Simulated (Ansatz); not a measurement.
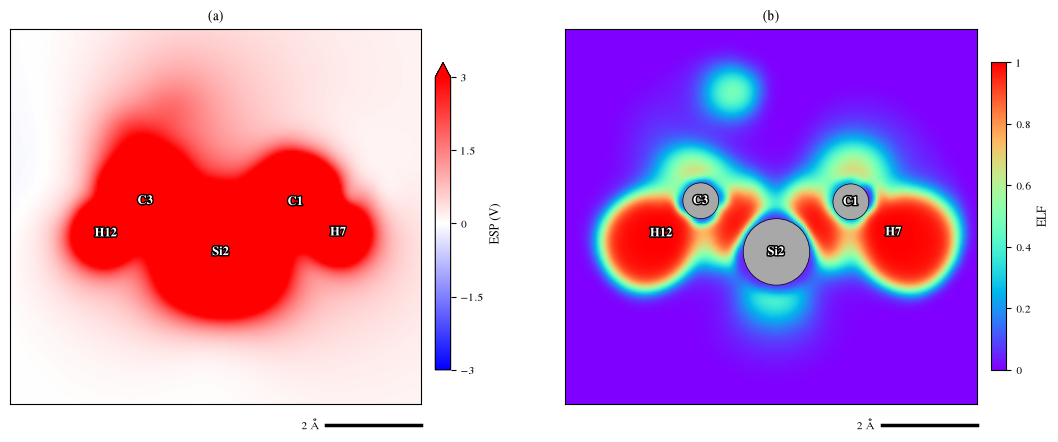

Figure 1: C3H8SSi. (a) molecular electrostatic potential; (b) electron localisation function on the plane of atoms C1, Si2 and C3. Grey discs cover the atomic cores in the ELF map.

These are results of RHF/cc-pVDZ in Ansatz 0.2.0, not measurements.

```xyz
13

C    -1.8363   -0.3294   -0.0968
Si   -0.0942   -1.0393   -0.2746
C     1.2292    0.0874    0.5507
C     1.2177    1.4731    0.0159
S     2.1884    2.0725   -1.1286
H    -1.9292    0.6303   -0.6117
H    -2.5668   -1.0153   -0.5336
H    -2.0988   -0.1838    0.9545
H     0.2569   -1.2035   -1.7090
H    -0.0077   -2.3616    0.4046
H     1.0153    0.0970    1.6246
H     2.1995   -0.3824    0.3841
H     0.4466    2.1201    0.4348
```

> Describe what can be read from this map.

The section cuts through C, Si and H sites. C–Si (1.89 Å): the ELF peaks at about 1 between the atoms, as expected for a covalent bond. C–H (1.09 Å): the ELF climbs to about 1 towards the hydrogen, as it does in any bond to H; a covalent bond by its length. The potential has no marked negative region in this plane.
